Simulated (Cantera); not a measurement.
Charge: 1 mol Si3N4, 0.1 mol C, 2.6 mol H2, 0.001 mol NH3, held at 4.50 mbar.

Cantera equilibrium calculation (NASA polynomials, part measured and part estimated; ideal gas, pure solids and liquids). Candidate condensed phases: C, C6H6, C7H8, C8H18, Si, SiC, Si3N4; 105 gas species. Mutual solubility and eutectic melting of coexisting phases are not modelled. The tables' values for SiN are old estimates; treat these amounts as uncertain. Gases not in the tables: Si2H6 and higher silanes. Rates play no part.

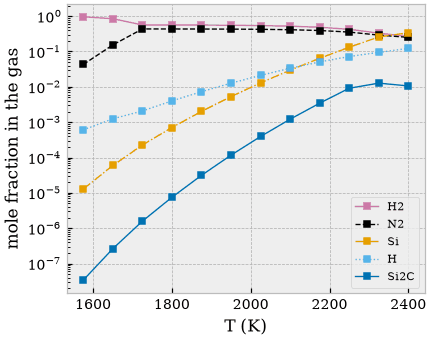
Fig. 1. Equilibrium gas composition (values under 1e-9 drawn at 1e-9)

### Question
Read off the mole fractions at 2175 K.

### Answer
H2 about 0.48, N2 about 0.39, Si about 0.064, H about 0.051, Si2C about 0.0034.
